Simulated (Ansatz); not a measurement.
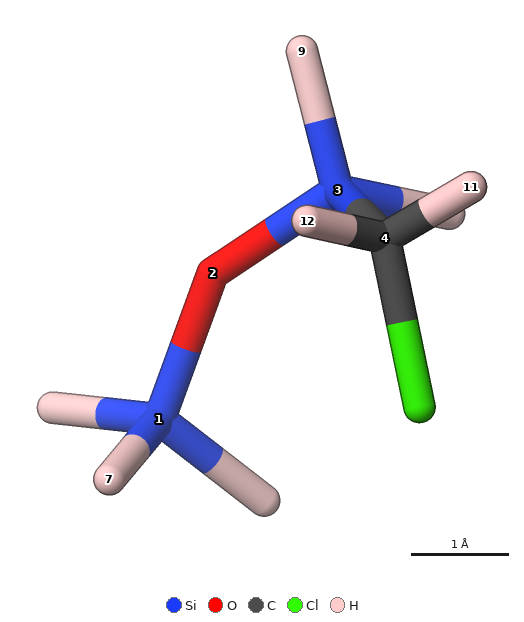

The input geometry (stick view, seen at a tilt; atoms are numbered from 1 in the order of the input).

**Single-point calculation, with input and output: CH$_{7}$ClOSi$_{2}$**

The run: single-point calculation of CH$_{7}$ClOSi$_{2}$, SMILES [SiH3]O[SiH2]CCl. Method and program: RKS wB97X-V/def2-TZVPP (Ansatz 0.2.0).

The geometry comes from this level: PBE0-D4/def2-TZVP.

Output:
```
Functional definition: wB97X-V
  name "wB97X-V"
  cite "Mardirossian & Head-Gordon, Phys. Chem. Chem. Phys. 16, 9904 (2014) doi:10.1039/C3CP54374A"
  cite "Becke, J. Chem. Phys. 107, 8554 (1997) doi:10.1063/1.475007"
  cite "Vydrov & Van Voorhis, J. Chem. Phys. 133, 244103 (2010) doi:10.1063/1.3521275"
  parameter omega = 0.3/bohr
  parameter cx = 0.167
  parameter cx1 = 0.603
  parameter cx2 = 1.194
  parameter css0 = 0.556
  parameter css1 = -0.257
  parameter cos0 = 1.219
  parameter cos1 = -1.850
  parameter b = 6.0
  parameter c = 0.01
  exchange = spin_sum(e_x_unif_sr(omega)*poly(b97_u_x, 1 - cx, cx1, cx2)) + cx*exact_x_sr(omega) + exact_x_lr(omega)
  correlation = spin_sum(e_c_pw_same_spin*poly(b97_u_same, css0, css1))
      + integral(e_c_pw_opposite_spin*poly(b97_u_opposite, cos0, cos1)) + vv10(b, c)
1636 factors; their error is unknown
358 factors; integrals over basis functions are off by at most 1.2e-5 eV
mean field evaluation 1: about -31471.1042 eV, gradient 5.0e1 eV
mean field evaluation 2: about -31470.3878 eV, gradient 5.6e1 eV
mean field evaluation 4: about -31475.3839 eV, gradient 2.0e0 eV
mean field evaluation 8: about -31475.4339 eV, gradient 4.0e-2 eV
mean field -31475.43388444 eV, -1156.7008604378 hartree, gradient 3.8e-5 eV, S^2 0.000000; 0 other end points of the search recorded, 0 dependent functions left out
reference -31475.43388201 eV, -1156.7008603486 hartree; 33, 33 occupied and 253, 253 virtual orbitals, 1636 factors
Total energy: -31475.43388201 eV, -1156.7008603486 hartree
```

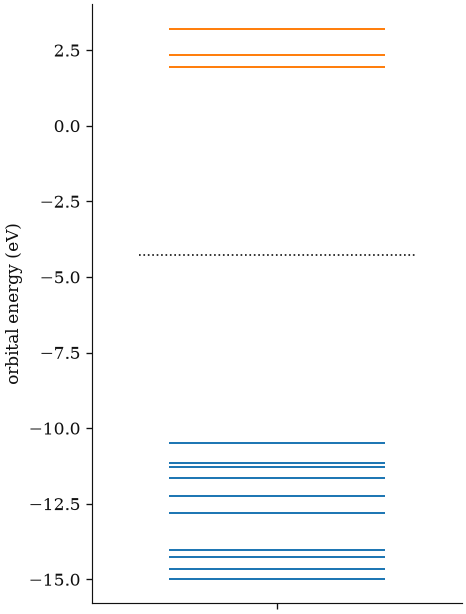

Orbital energies near the frontier; the dotted line parts filled from empty levels, and levels within 0.02 eV of each other stand side by side. Highest filled −10.49 eV, lowest empty 1.96 eV, 12.45 eV apart.

The run was set up as follows.

Input file:
```yaml
crystal:
  periodic: [false, false, false]
  atoms:
    - {symbol: Si, position_ang: [-1.718898, 0.936607, 0.794001]}
    - {symbol: O, position_ang: [-0.365415, 0.047543, 1.059349]}
    - {symbol: Si, position_ang: [1.130971, -0.279633, 0.506932]}
    - {symbol: C, position_ang: [1.031680, -1.022240, -1.215143]}
    - {symbol: Cl, position_ang: [0.197090, 0.137718, -2.290539]}
    - {symbol: H, position_ang: [-1.365917, 2.262774, 0.226129]}
    - {symbol: H, position_ang: [-2.624946, 0.218455, -0.136018]}
    - {symbol: H, position_ang: [-2.397590, 1.119728, 2.100933]}
    - {symbol: H, position_ang: [1.760045, -1.268418, 1.419316]}
    - {symbol: H, position_ang: [1.947984, 0.957852, 0.438915]}
    - {symbol: H, position_ang: [2.019885, -1.213286, -1.636820]}
    - {symbol: H, position_ang: [0.462111, -1.952301, -1.233054]}
basis:
  gaussian: {orbitals: def2-TZVPP}
hamiltonian: {xc: {name: wB97X-V}}
output: {orbitals: {seedname: orbitals}}
```

Command:
```bash
ansatz run in.yaml --threads 4 --pin off --events-out ev --progress --plain --max-ram 10444MiB
```

Summary:

```tsv
quantity	value
outcome	converged
total energy	−31475.4339 eV
SCF solution under orbital rotations	stable
HOMO	−10.49 eV
LUMO	1.96 eV
hardware	4 threads of Arm Neoverse V1, 23 GiB of memory available, shared host
wall time	11 s (CPU time 40 s)
peak memory	1.1 GiB
```
